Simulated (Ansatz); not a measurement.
# SiHCl3 + NH3: a complex and its separated parts, part 2 of 2

Ansatz 0.2.0, Gaussian basis. The steps go on from the part before.

## Step 13: CAM-B3LYP-D4/def2-TZVPP

The inputs:

parta/in.yaml

```yaml
crystal:
  periodic: [false, false, false]
  atoms:
    - {symbol: Si, position_ang: [-1.204343, 0.084190, -0.136580]}
    - {symbol: Cl, position_ang: [-0.415798, -0.931839, -1.706802]}
    - {symbol: Cl, position_ang: [-0.787372, -0.902725, 1.587323]}
    - {symbol: H, position_ang: [-2.660473, 0.185982, -0.301730]}
    - {symbol: Cl, position_ang: [-0.401070, 1.946705, -0.062438]}
basis:
  gaussian: {orbitals: def2-TZVPP}
hamiltonian: {xc: {name: CAM-B3LYP}, dispersion: d4}
```

partb/in.yaml

```yaml
crystal:
  periodic: [false, false, false]
  atoms:
    - {symbol: N, position_ang: [1.087918, -0.076066, 0.123391]}
    - {symbol: H, position_ang: [1.584521, 0.359614, -0.643986]}
    - {symbol: H, position_ang: [1.394668, -1.040085, 0.166643]}
    - {symbol: H, position_ang: [1.401951, 0.374123, 0.974280]}
basis:
  gaussian: {orbitals: def2-TZVPP}
hamiltonian: {xc: {name: CAM-B3LYP}, dispersion: d4}
```

The same command starts each run, in its folder.

The run is started by

```
$ ansatz run in.yaml --threads 8 --pin off --events-out ev --progress --plain --max-ram 19148MiB
```

parta printed, shortened:

```text
Functional definition: CAM-B3LYP
  name "CAM-B3LYP"
  cite "Yanai, Tew & Handy, Chem. Phys. Lett. 393, 51 (2004) doi:10.1016/j.cplett.2004.06.011"
  cite "Iikura, Tsuneda, Yanai & Hirao, J. Chem. Phys. 115, 3540 (2001) doi:10.1063/1.1383587"
  cite "Becke, Phys. Rev. A 38, 3098 (1988) doi:10.1103/PhysRevA.38.3098"
  cite "Lee, Yang & Parr, Phys. Rev. B 37, 785 (1988) doi:10.1103/PhysRevB.37.785"
[...]
1289 factors; their error is unknown
218 factors; integrals over basis functions are off by at most 1.3e-5 eV
[...]
mean field -45468.85061017 eV, -1670.9494400297 hartree, gradient 2.0e-5 eV, S^2 0.000000; 0 other end points of the search recorded, 0 dependent functions left out
reference -45468.85073996 eV, -1670.9494447996 hartree; 33, 33 occupied and 149, 149 virtual orbitals, 1289 factors
Total energy: -45469.01641161 eV, -1670.9555331204 hartree
```

Output in partb, shortened:

```text
[... 6 set-up lines as earlier in the session ...]
[...]
  # Exact exchange under (alpha + beta erf(omega r))/r, Becke's under what is left of 1/r.
[...]
332 factors; their error is unknown
102 factors; integrals over basis functions are off by at most 1.4e-5 eV
[...]
mean field -1539.00931917 eV, -56.5575493017 hartree, gradient 6.3e-5 eV, S^2 0.000000; 0 other end points of the search recorded, 0 dependent functions left out
reference -1539.00938726 eV, -56.5575518039 hartree; 5, 5 occupied and 68, 68 virtual orbitals, 332 factors
Total energy: -1539.01811212 eV, -56.5578724363 hartree
```

Wall times: 1.3 s (parta), 0.25 s (partb) on 8 threads of Arm Neoverse V1, shared host.

## Step 14: wB97X-V/def2-TZVPP

The same edit goes into each in.yaml of step 13 (parta, partb):

```diff
-hamiltonian: {xc: {name: CAM-B3LYP}, dispersion: d4}
+hamiltonian: {xc: {name: wB97X-V}}
```

The same command starts each run, in its folder.

The run is started by

```
$ ansatz run in.yaml --threads 8 --pin off --events-out ev --progress --plain --max-ram 19148MiB
```

parta printed, shortened:

```text
Functional definition: wB97X-V
  name "wB97X-V"
  cite "Mardirossian & Head-Gordon, Phys. Chem. Chem. Phys. 16, 9904 (2014) doi:10.1039/C3CP54374A"
[... 2 set-up lines as earlier in the session ...]
[...]
      + integral(e_c_pw_opposite_spin*poly(b97_u_opposite, cos0, cos1)) + vv10(b, c)
1280 factors; their error is unknown
194 factors; integrals over basis functions are off by at most 3.7e-5 eV
[...]
mean field -45460.78617122 eV, -1670.6530773648 hartree, gradient 6.1e-5 eV, S^2 0.000000; 0 other end points of the search recorded, 0 dependent functions left out
reference -45460.78616959 eV, -1670.6530773050 hartree; 33, 33 occupied and 149, 149 virtual orbitals, 1280 factors
Total energy: -45460.78616959 eV, -1670.6530773050 hartree
```

Output in partb, shortened:

```text
[... 5 set-up lines as earlier in the session ...]
[...]
      + integral(e_c_pw_opposite_spin*poly(b97_u_opposite, cos0, cos1)) + vv10(b, c)
332 factors; their error is unknown
93 factors; integrals over basis functions are off by at most 7.9e-6 eV
[...]
mean field -1539.14323507 eV, -56.5624706200 hartree, gradient 1.3e-5 eV, S^2 0.000000; 0 other end points of the search recorded, 0 dependent functions left out
reference -1539.14323397 eV, -56.5624705795 hartree; 5, 5 occupied and 68, 68 virtual orbitals, 332 factors
Total energy: -1539.14323397 eV, -56.5624705795 hartree
```

Wall times: 2.8 s (parta), 0.4 s (partb) on 8 threads of Arm Neoverse V1, shared host.

## Step 15: wB97M-V/def2-TZVPP

Each input of step 14 (parta, partb) changes in the same lines:

```diff
-hamiltonian: {xc: {name: wB97X-V}}
+hamiltonian: {xc: {name: wB97M-V}}
```

Each run has its own folder and the same command.

The run is started by

```
$ ansatz run in.yaml --threads 8 --pin off --events-out ev --progress --plain --max-ram 19148MiB
```

Log of parta, shortened:

```text
Functional definition: wB97M-V
  name "wB97M-V"
  cite "Mardirossian & Head-Gordon, J. Chem. Phys. 144, 214110 (2016) doi:10.1063/1.4952647"
[... 2 set-up lines as earlier in the session ...]
  # Of w^i u^j: cxij and so on, Table III.
[...]
  gx(w, u) = 1 - cx + cx01*u + cx10*w
[...]
      + integral(e_c_pw_mod_opposite_spin*gos(b97_w_opposite, b97_u_opposite)) + vv10(b, c)
1280 factors; their error is unknown
194 factors; integrals over basis functions are off by at most 3.7e-5 eV
[...]
mean field -45465.33868637 eV, -1670.8203792109 hartree, gradient 5.9e-5 eV, S^2 0.000000; 0 other end points of the search recorded, 0 dependent functions left out
reference -45465.33872566 eV, -1670.8203806546 hartree; 33, 33 occupied and 149, 149 virtual orbitals, 1280 factors
Total energy: -45465.33872566 eV, -1670.8203806546 hartree
```

partb printed, shortened:

```text
[... 5 set-up lines as earlier in the session ...]
  # Of w^i u^j: cxij and so on, Table III.
[...]
  gx(w, u) = 1 - cx + cx01*u + cx10*w
[...]
      + integral(e_c_pw_mod_opposite_spin*gos(b97_w_opposite, b97_u_opposite)) + vv10(b, c)
332 factors; their error is unknown
93 factors; integrals over basis functions are off by at most 7.9e-6 eV
[...]
mean field -1538.84211076 eV, -56.5514045059 hartree, gradient 5.4e-5 eV, S^2 0.000000; 0 other end points of the search recorded, 0 dependent functions left out
reference -1538.84213764 eV, -56.5514054935 hartree; 5, 5 occupied and 68, 68 virtual orbitals, 332 factors
Total energy: -1538.84213764 eV, -56.5514054935 hartree
```

Wall times: 3.4 s (parta), 0.4 s (partb) on 8 threads of Arm Neoverse V1, shared host.

## Step 16: B2PLYP/def2-TZVPP

The same edit goes into each in.yaml of step 15 (parta, partb):

```diff
-hamiltonian: {xc: {name: wB97M-V}}
+hamiltonian: {xc: {name: B2PLYP}}
```

One command serves all of them, each in its own folder.

The run is started by

```
$ ansatz run in.yaml --threads 8 --pin off --events-out ev --progress --plain --max-ram 19148MiB
```

Output in parta, shortened:

```text
Functional definition: B2PLYP
  name "B2PLYP"
  cite "Grimme, J. Chem. Phys. 124, 034108 (2006) doi:10.1063/1.2148954"
[... 2 set-up lines as earlier in the session ...]
[...]
1074 factors; integrals over basis functions are off by at most 1.1e-3 eV
[...]
mean field -45447.65384162 eV, -1670.1704731535 hartree, gradient 5.8e-6 eV, S^2 0.000000; 0 other end points of the search recorded, 0 dependent functions left out
20 core orbitals not correlated: weight in the atoms' cores, before any rotation towards them, 1.000 or more for the frozen orbitals, at most 0.000 for the correlated occupied ones
reference -45447.65401204 eV, -1670.1704794161 hartree; 13, 13 occupied and 149, 149 virtual orbitals, 1074 factors
second order -22.60077753 eV of doubles, -0.00000000 eV of singles
Total energy: -45453.75622197 eV, -1670.3947314949 hartree
```

Log of partb, shortened:

```text
[... 5 set-up lines as earlier in the session ...]
[...]
416 factors; integrals over basis functions are off by at most 1.1e-3 eV
[...]
mean field -1536.38012479 eV, -56.4609281903 hartree, gradient 8.4e-6 eV, S^2 0.000000; 0 other end points of the search recorded, 0 dependent functions left out
1 core orbitals not correlated: weight in the atoms' cores, before any rotation towards them, 1.000 or more for the frozen orbitals, at most 0.000 for the correlated occupied ones
reference -1536.38021502 eV, -56.4609315060 hartree; 4, 4 occupied and 68, 68 virtual orbitals, 416 factors
second order -7.62103166 eV of doubles, -0.00000000 eV of singles
Total energy: -1538.43789357 eV, -56.5365497980 hartree
```

Wall times: 1.8 s (parta), 0.25 s (partb) on 8 threads of Arm Neoverse V1, shared host.

## Step 17: PBE-QIDH/def2-TZVPP

The same edit goes into each in.yaml of step 16 (parta, partb):

```diff
-hamiltonian: {xc: {name: B2PLYP}}
+hamiltonian: {xc: {name: PBE-QIDH}}
```

Each run has its own folder and the same command.

The run is started by

```
$ ansatz run in.yaml --threads 8 --pin off --events-out ev --progress --plain --max-ram 19148MiB
```

Log of parta, shortened:

```text
Functional definition: PBE-QIDH
  name "PBE-QIDH"
  cite "Brémond, Sancho-García, Pérez-Jiménez & Adamo, J. Chem. Phys. 141, 031101 (2014) doi:10.1063/1.4890314"
[... 1 set-up line as earlier in the session ...]
[...]
1074 factors; integrals over basis functions are off by at most 1.1e-3 eV
[...]
mean field -45435.95600012 eV, -1669.7405854074 hartree, gradient 1.9e-6 eV, S^2 0.000000; 0 other end points of the search recorded, 0 dependent functions left out
20 core orbitals not correlated: weight in the atoms' cores, before any rotation towards them, 1.000 or more for the frozen orbitals, at most 0.000 for the correlated occupied ones
reference -45435.95601155 eV, -1669.7405858274 hartree; 13, 13 occupied and 149, 149 virtual orbitals, 1074 factors
second order -20.97934656 eV of doubles, -0.00000000 eV of singles
Total energy: -45442.94912707 eV, -1669.9975780826 hartree
```

partb printed, shortened:

```text
[... 4 set-up lines as earlier in the session ...]
[...]
416 factors; integrals over basis functions are off by at most 1.1e-3 eV
[...]
mean field -1535.33271618 eV, -56.4224366336 hartree, gradient 2.1e-6 eV, S^2 0.000000; 0 other end points of the search recorded, 0 dependent functions left out
1 core orbitals not correlated: weight in the atoms' cores, before any rotation towards them, 1.000 or more for the frozen orbitals, at most 0.000 for the correlated occupied ones
reference -1535.33272294 eV, -56.4224368823 hartree; 4, 4 occupied and 68, 68 virtual orbitals, 416 factors
second order -7.10229916 eV of doubles, -0.00000000 eV of singles
Total energy: -1537.70015600 eV, -56.5094384423 hartree
```

They took 1.8 s (parta), 0.25 s (partb) on 8 threads of Arm Neoverse V1, shared host.

## Step 18: RPA on PBE/def2-TZVPP

The same edit goes into each in.yaml of step 17 (parta, partb):

```diff
-hamiltonian: {xc: {name: PBE-QIDH}}
+hamiltonian: {xc: pbe}
+correlation: {method: rpa}
```

Each run has its own folder and the same command.

The run is started by

```
$ ansatz run in.yaml --threads 8 --pin off --events-out ev --progress --plain --max-ram 19148MiB
```

Output in parta, shortened:

```text
[... 4 set-up lines as earlier in the session ...]
[...]
1074 factors; integrals over basis functions are off by at most 1.1e-3 eV
[...]
mean field -45448.12464244 eV, -1670.1877747644 hartree, gradient 4.8e-6 eV, S^2 0.000000; 0 other end points of the search recorded, 0 dependent functions left out
20 core orbitals not correlated: weight in the atoms' cores, before any rotation towards them, 1.000 or more for the frozen orbitals, at most 0.000 for the correlated occupied ones
reference -45393.35388251 eV, -1668.1749864619 hartree; 13, 13 occupied and 149, 149 virtual orbitals, 1074 factors
Total energy: -45424.06863512 eV, -1669.3037328011 hartree
```

partb printed, shortened:

```text
[... 4 set-up lines as earlier in the session ...]
[...]
416 factors; integrals over basis functions are off by at most 1.1e-3 eV
[...]
mean field -1537.73151337 eV, -56.5105908043 hartree, gradient 7.2e-6 eV, S^2 0.000000; 0 other end points of the search recorded, 0 dependent functions left out
1 core orbitals not correlated: weight in the atoms' cores, before any rotation towards them, 1.000 or more for the frozen orbitals, at most 0.000 for the correlated occupied ones
reference -1529.64067391 eV, -56.2132579386 hartree; 4, 4 occupied and 68, 68 virtual orbitals, 416 factors
Total energy: -1540.11754743 eV, -56.5982759390 hartree
```

Times: 1.5 s (parta), 0.25 s (partb) on 8 threads of Arm Neoverse V1, shared host.

## Step 19: CCSD(T)/def2-TZVPP

The same edit goes into each in.yaml of step 18 (parta, partb):

```diff
-hamiltonian: {xc: pbe}
-correlation: {method: rpa}
+correlation: {method: ccsd_t}
```

One command serves all of them, each in its own folder.

The run is started by

```
$ ansatz run in.yaml --threads 8 --pin off --events-out ev --progress --plain --max-ram 19148MiB
```

parta printed, shortened:

```text
Functional definition: HF
  name "HF"
  cite "Fock, Z. Phys. 61, 126 (1930) doi:10.1007/BF01340294"
[... 1 set-up line as earlier in the session ...]
[...]
1074 factors; integrals over basis functions are off by at most 1.1e-3 eV
[...]
mean field -45394.75187603 eV, -1668.2263617762 hartree, gradient 3.1e-6 eV, S^2 0.000000; 0 other end points of the search recorded, 0 dependent functions left out
20 core orbitals not correlated: weight in the atoms' cores, before any rotation towards them, 1.000 or more for the frozen orbitals, at most 0.000 for the correlated occupied ones
reference -45394.75187603 eV, -1668.2263617762 hartree; 13, 13 occupied and 149, 149 virtual orbitals, 1074 factors
second order -18.54323217 eV of doubles, -0.00000000 eV of singles
cycle   1  -19.50747812 eV  change   -9.6e-1 eV  update   8.1e-2
[...]
cycle   8  -19.97313266 eV  change   -2.0e-5 eV  update   1.9e-5
perturbative correction -0.86292665 eV, -0.0317119694 hartree
Total energy: -45415.58793534 eV, -1668.9920728326 hartree
```

Output in partb, shortened:

```text
[... 4 set-up lines as earlier in the session ...]
[...]
416 factors; integrals over basis functions are off by at most 1.1e-3 eV
[...]
mean field -1529.85251080 eV, -56.2210428008 hartree, gradient 4.0e-6 eV, S^2 0.000000; 0 other end points of the search recorded, 0 dependent functions left out
1 core orbitals not correlated: weight in the atoms' cores, before any rotation towards them, 1.000 or more for the frozen orbitals, at most 0.000 for the correlated occupied ones
reference -1529.85251080 eV, -56.2210428008 hartree; 4, 4 occupied and 68, 68 virtual orbitals, 416 factors
second order -6.38828391 eV of doubles, -0.00000000 eV of singles
cycle   1  -6.57733942 eV  change   -1.9e-1 eV  update   3.9e-2
[...]
cycle   9  -6.72923143 eV  change    3.5e-6 eV  update   2.3e-6
perturbative correction -0.20701964 eV, -0.0076078315 hartree
Total energy: -1536.78876188 eV, -56.4759453261 hartree
```

Times: 6 s (parta), 0.3 s (partb) on 8 threads of Arm Neoverse V1, shared host; peak memory 1.1 GiB.

## Step 20: Vibrations of SiHCl3

Contents of vib-parta/in.yaml:

```yaml
crystal:
  periodic: [false, false, false]
  atoms:
    - {symbol: Si, position_ang: [-1.204343, 0.084190, -0.136580]}
    - {symbol: Cl, position_ang: [-0.415798, -0.931839, -1.706802]}
    - {symbol: Cl, position_ang: [-0.787372, -0.902725, 1.587323]}
    - {symbol: H, position_ang: [-2.660473, 0.185982, -0.301730]}
    - {symbol: Cl, position_ang: [-0.401070, 1.946705, -0.062438]}
basis:
  gaussian: {orbitals: def2-TZVP}
hamiltonian: {xc: pbe0, dispersion: d4}
phonons: {temperatures: {t_min: 298.15, t_max: 900, t_step: 200}}
```

The run is started by

```
$ ansatz run in.yaml --threads 8 --pin off --events-out ev --progress --plain --max-ram 19148MiB
```

Log, shortened:

```text
[... 5 set-up lines as earlier in the session ...]
[...]
1116 factors; their error is unknown
[...]
mean field -45451.94887460 eV, -1670.3283127041 hartree, gradient 4.6e-5 eV, S^2 0.000000; 0 other end points of the search recorded, 0 dependent functions left out
[...]
Atom 2 at    -0.787372    -0.902725     1.587323 Å, force     0.000306     0.000467    -0.000817 eV/Å
Atom 3 at    -2.660473     0.185982    -0.301730 Å, force    -0.002324     0.000166    -0.000257 eV/Å
Atom 4 at    -0.401070     1.946705    -0.062438 Å, force     0.000110    -0.000983     0.000022 eV/Å
Dipole moment:    -0.160353     0.011211    -0.018184 e Å
Vibrations: 171.81 171.82 249.54 495.54 603.88 603.90 799.89 799.92 2308.46 cm⁻¹, zero-point energy 0.384646 eV
```

Wall time 16 s (8 threads of Arm Neoverse V1, shared host).

The modes, with what each moves most:

| mode | wavenumber (cm⁻¹) | character |
| --- | --- | --- |
| 1 | 172 | bend |
| 2 | 172 | bend |
| 3 | 250 | bend |
| 4 | 496 | Si–Cl stretch |
| 5 | 604 | Si–Cl stretch |
| 6 | 604 | Si–Cl stretch |
| 7 | 800 | bend |
| 8 | 800 | bend |
| 9 | 2308 | Si–H stretch |

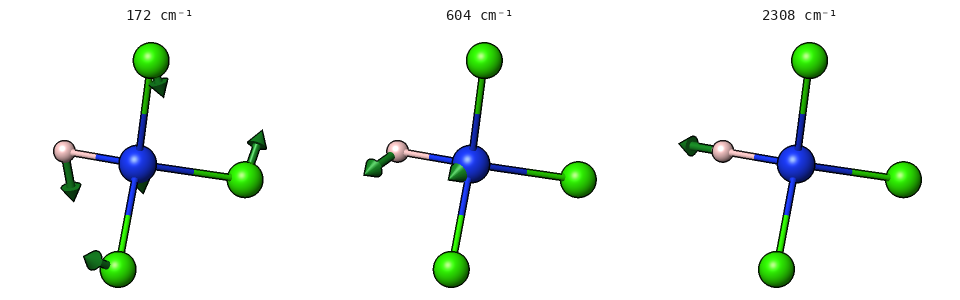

Displacements of 3 modes, as arrows.

Vibrational sums (real modes only):

| T (K) | entropy (J/mol/K) | heat capacity (J/mol/K) |
| --- | --- | --- |
| 298 | 35.7 | 42.4 |
| 498 | 61.1 | 55.6 |
| 698 | 80.9 | 61.8 |
| 898 | 97.0 | 65.5 |

## Step 21: Vibrations of NH3

Contents of vib-partb/in.yaml:

```yaml
crystal:
  periodic: [false, false, false]
  atoms:
    - {symbol: N, position_ang: [1.087918, -0.076066, 0.123391]}
    - {symbol: H, position_ang: [1.584521, 0.359614, -0.643986]}
    - {symbol: H, position_ang: [1.394668, -1.040085, 0.166643]}
    - {symbol: H, position_ang: [1.401951, 0.374123, 0.974280]}
basis:
  gaussian: {orbitals: def2-TZVP}
hamiltonian: {xc: pbe0, dispersion: d4}
phonons: {temperatures: {t_min: 298.15, t_max: 900, t_step: 200}}
```

The run is started by

```
$ ansatz run in.yaml --threads 8 --pin off --events-out ev --progress --plain --max-ram 19148MiB
```

Log, shortened:

```text
[... 5 set-up lines as earlier in the session ...]
[...]
287 factors; their error is unknown
[...]
mean field -1537.79931150 eV, -56.5130823400 hartree, gradient 1.5e-5 eV, S^2 0.000000; 0 other end points of the search recorded, 0 dependent functions left out
[...]
Atom 1 at     1.584521     0.359614    -0.643986 Å, force    -0.000004    -0.000006     0.000016 eV/Å
Atom 2 at     1.394668    -1.040085     0.166643 Å, force    -0.000001     0.000017     0.000002 eV/Å
Atom 3 at     1.401951     0.374123     0.974280 Å, force    -0.000000    -0.000010    -0.000017 eV/Å
Dipole moment:     0.349531    -0.024445     0.039653 e Å
Vibrations: 1030.96 1669.55 1669.56 3502.29 3631.38 3631.41 cm⁻¹, zero-point energy 0.938260 eV
```

Run time: 1.2 s. Hardware: 8 threads of Arm Neoverse V1, shared host.

Wavenumbers and character of the modes:

| mode | wavenumber (cm⁻¹) | character |
| --- | --- | --- |
| 1 | 1031 | bend |
| 2 | 1670 | bend |
| 3 | 1670 | bend |
| 4 | 3502 | N–H stretch |
| 5 | 3631 | N–H stretch |
| 6 | 3631 | N–H stretch |

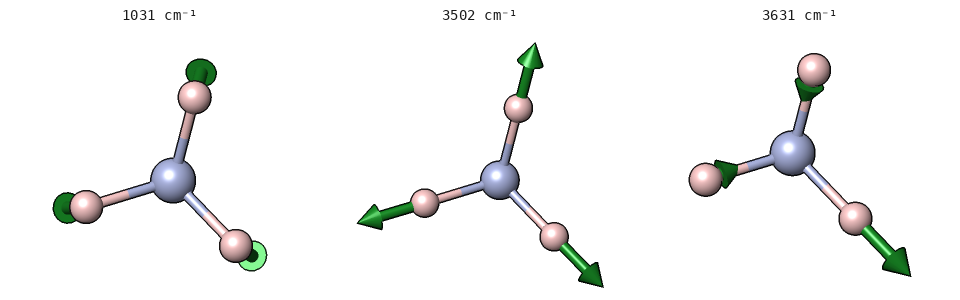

How the atoms move in 3 of the modes.

Vibrational sums (real modes only):

| T (K) | entropy (J/mol/K) | heat capacity (J/mol/K) |
| --- | --- | --- |
| 298 | 0.4 | 1.8 |
| 498 | 2.6 | 7.4 |
| 698 | 6.0 | 13.4 |
| 898 | 10.0 | 18.8 |

## Step 22: Complex less separated parts

The complex's own energies come from single points at the same levels.

Rows are in def2-TZVPP; times add the 3 runs of a level on a shared host, so small differences are noise.

Differences are taken before rounding.

| method | rung | complex less parts (eV) | from CCSD(T) (eV) | time |
| --- | --- | --- | --- | --- |
| SPW92 | LDA | -0.593 | -0.436 | 2 s |
| PBE-D4 | GGA | -0.269 | -0.112 | 2.8 s |
| BLYP-D4 | GGA | -0.138 | +0.019 | 2.8 s |
| r2SCAN-D4 | meta-GGA | -0.246 | -0.089 | 6 s |
| B97M-V | meta-GGA | -0.182 | -0.026 | 9.8 s |
| PBE0-D4 | hybrid | -0.260 | -0.104 | 4.3 s |
| B3LYP-D4 | hybrid | -0.142 | +0.015 | 3.7 s |
| r2SCAN0-D4 | hybrid | -0.247 | -0.090 | 7 s |
| BHLYP-D4 | hybrid | -0.136 | +0.021 | 3.7 s |
| CAM-B3LYP-D4 | range-separated hybrid | -0.160 | -0.003 | 4.3 s |
| wB97X-V | range-separated hybrid | -0.192 | -0.035 | 9.2 s |
| wB97M-V | range-separated hybrid | -0.219 | -0.062 | 11 s |
| B2PLYP | double hybrid | -0.059 | +0.098 | 6.2 s |
| PBE-QIDH | double hybrid | -0.217 | -0.061 | 6.4 s |
| RPA on PBE | RPA | -0.094 | +0.063 | 5.5 s |
| Hartree-Fock | wavefunction | 0.257 | +0.414 |  |
| MP2 | wavefunction | -0.208 | -0.052 |  |
| CCSD | wavefunction | -0.097 | +0.060 |  |
| CCSD(T) | wavefunction | -0.157 | 0 | 2.1 min |

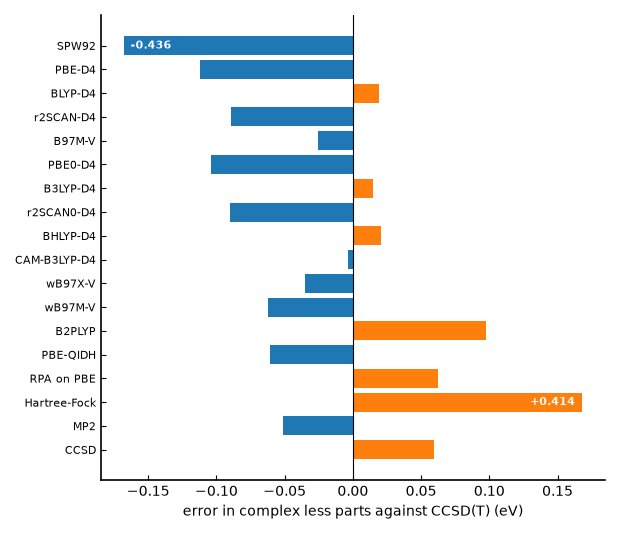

Deviations from CCSD(T), method by method. Bars with a number in them are cut short.

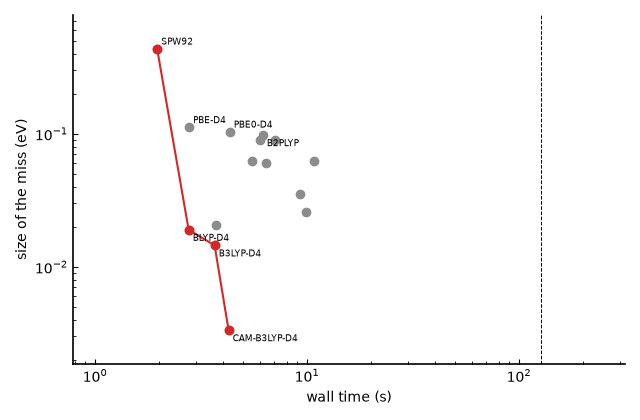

Miss against cost. Red marks the levels that no quicker level drawn beats (of those quicker than the yardstick), and the dashed line is the time of CCSD(T). Only those levels and the largest misses are named. Times are from a shared host.

CAM-B3LYP-D4 reaches 0.003 eV from the reference in 4.3 s, where CCSD(T) took 2.1 min; the quickest level in the cost chart, SPW92, takes 2 s and misses by 0.436 eV.

The complex's zero-point energy, from a separate PBE0-D4 run, is 1.481 eV.

## Step 23: Results

The summary covers parts 1 to 2.

```
                              quantity      value
complex less parts, CCSD(T)/def2-TZVPP  -0.157 eV
                with zero-point energy  +0.001 eV
                 largest T1 diagnostic      0.009
```

In words: At CCSD(T) the complex lies 0.157 eV below its parts. The functionals run from CAM-B3LYP-D4, off by -0.003 eV, to SPW92, off by -0.436 eV, against CCSD(T). By rung, the mean size of the error is: LDA 0.436, GGA 0.065, meta-GGA 0.058, hybrid 0.057, range-separated hybrid 0.034, double hybrid 0.079 eV. The double hybrids carry no dispersion term here, unlike the levels marked D4 or V. PBE-D4 gives a relative energy 0.112 eV too low, outside chemical accuracy (1 kcal/mol, 0.043 eV). No counterpoise was applied, and triple zeta lacks some correlation, so the CCSD(T) reference has a basis error of its own, and close matches with it are partly luck.
